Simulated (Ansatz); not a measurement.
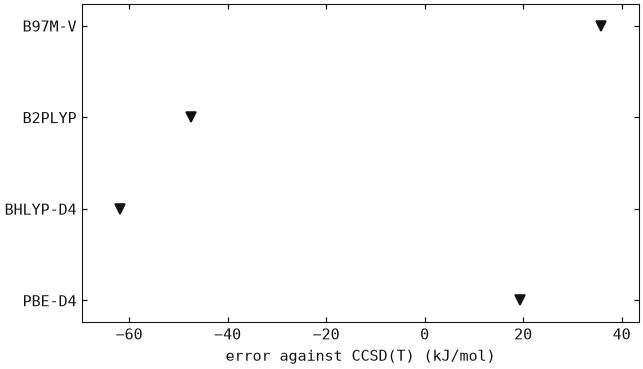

Error in the electronic atomisation energy (method less reference, so positive means overbinding) of CH₈BFSi₂, SMILES CB[SiH2][SiH2]F: functionals in def2-TZVPP against frozen-core CCSD(T) at the limit (MP2 extrapolated from triple and quadruple zeta, plus CCSD(T) less MP2 in a smaller set), which gives 4447.1 kJ/mol, at a PBE0-D4/def2-TZVP geometry (a minimum by its frequencies), no zero-point or spin-orbit term, the Ansatz code 0.2.0. The reference leaves out core correlation, a term that grows with the number of heavy atoms. B2PLYP holds a correlation term that converges slowly with the basis, so part of the distance to the limit is basis error. No dispersion term is added to B2PLYP.

**What range do the values span?**

From −61.8 kJ/mol (BHLYP-D4) to 35.8 kJ/mol (B97M-V).

**Give the values.**

| level | kJ/mol |
| --- | --- |
| B97M-V | 35.8 |
| B2PLYP | −47.4 |
| BHLYP-D4 | −61.8 |
| PBE-D4 | 19.3 |

Caveats, for all or some of the runs: one conformer of a flexible molecule.
